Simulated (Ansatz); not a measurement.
# C$_{3}$H$_{10}$B$_{2}$O (SMILES BOBC(C)C): what the fields show

Input file:

```
crystal:
  periodic: [false, false, false]
  atoms:
    - symbol: C
      position_ang: [-0.164187, -0.326903, -0.065687]
    - symbol: C
      position_ang: [0.699729, -1.471540, 0.474649]
    - symbol: C
      position_ang: [-1.511212, -0.233934, 0.641375]
    - symbol: B
      position_ang: [-0.406153, 3.233656, 0.950142]
    - symbol: B
      position_ang: [0.656072, 1.018947, -0.098434]
    - symbol: O
      position_ang: [0.159247, 2.153087, 0.415120]
    - symbol: H
      position_ang: [-1.096609, 3.937406, 0.246991]
    - symbol: H
      position_ang: [-0.204269, 3.478088, 2.118697]
    - symbol: H
      position_ang: [1.760756, 1.077906, -0.598656]
    - symbol: H
      position_ang: [-0.342835, -0.540981, -1.141028]
    - symbol: H
      position_ang: [0.928724, -1.328326, 1.543774]
    - symbol: H
      position_ang: [1.658774, -1.549324, -0.060295]
    - symbol: H
      position_ang: [0.183302, -2.440641, 0.381096]
    - symbol: H
      position_ang: [-2.146993, 0.556632, 0.213301]
    - symbol: H
      position_ang: [-2.070555, -1.180983, 0.573986]
    - symbol: H
      position_ang: [-1.383520, -0.007379, 1.712960]
basis:
  gaussian:
    orbitals: def2-SVPD
hamiltonian:
  xc: pbe0
output:
  forces: true
  orbitals: {seedname: orbitals}
```

Launched as:

```sh
ansatz run input.yaml --threads 4 --pin off --max-ram 7830MiB --events-out events.jsonl --progress --plain --runs-dir runs
```

Geometry: PBE0-D3(BJ)/def2-SVP.

Level of theory: isolated molecule in a Gaussian basis; Kohn-Sham density functional theory, functional PBE0 (Ansatz).

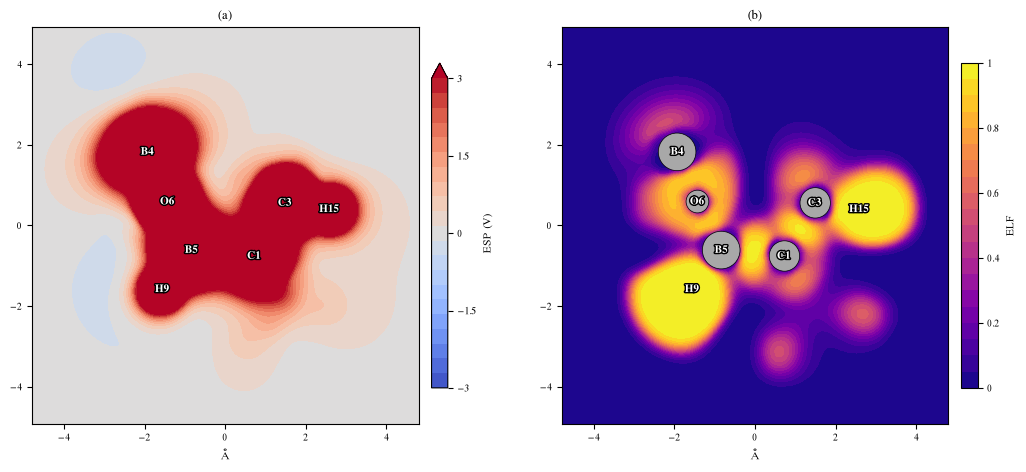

Figure 1. (a) electrostatic potential; (b) electron localisation function on the plane of atoms O6, B5 and H9. Grey discs cover the atomic cores in the ELF map.

What do the fields say about this system?

The plane passes through C, B, O and H nuclei. B–O (1.33 Å): the ELF peaks at about 0.90 between the atoms; a short, strongly polar bond. C–C (1.52 Å): the ELF peaks at about 0.95 between the atoms: localised, covalent bonding. C–B (1.58 Å): the ELF peaks at about 1 between the atoms: a covalent bond. C–H (1.10 Å): the ELF climbs to about 1 towards the hydrogen, as it does in any bond to H; a covalent bond by its length. B–H (1.21 Å): the ELF climbs to about 1 towards the hydrogen; a covalent bond by its length. The potential has no marked negative region in this plane.

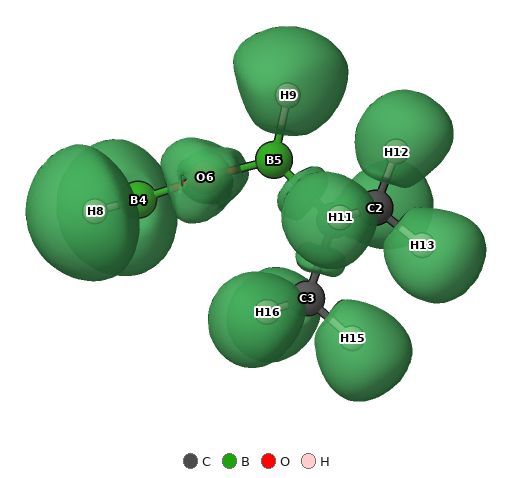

Figure 2. Isosurface of the electron localisation function at 0.8 (green), seen at a tilt. Core shells and regions of very low density are left out.

Describe the localisation domains.

The surface consists of one region between bonded B–C atoms (shared pairs), two regions between bonded C–C atoms (shared pairs), ten regions around hydrogen nuclei and one region on O in which the atom's valence shell and bonds are merged.

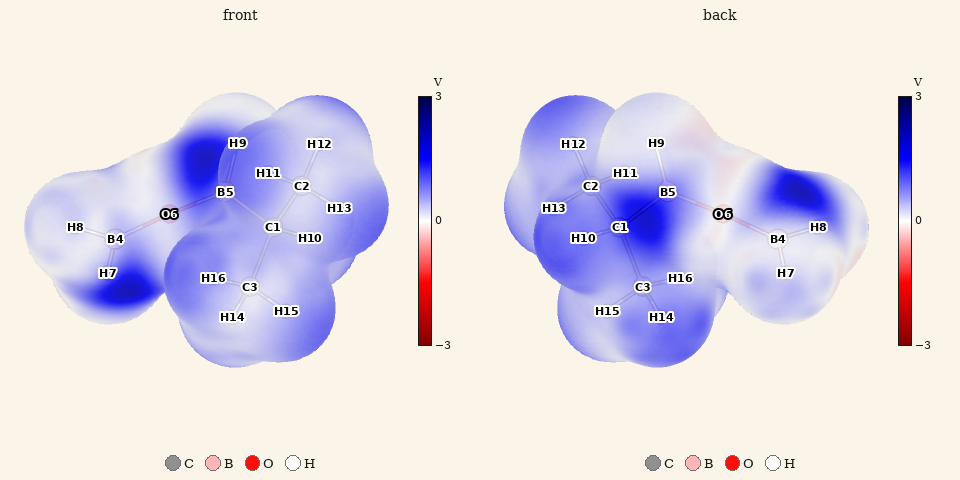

Figure 3. The electrostatic potential painted on the density surface at 0.004 e/bohr³, seen from the front and from behind; red is negative and blue positive.

Which sites attract a positive test charge, and which a negative one?

A positive charge is drawn to the negative regions and a negative charge to the positive ones. The most negative region (about −0.1 V) lies over O6, H7, H8 and H9, the most positive (about +2.0 V, or +46 kcal/mol for a unit charge) over B4 and B5.

What dipole moment does the calculation give?

Its dipole moment is 0.76 D.
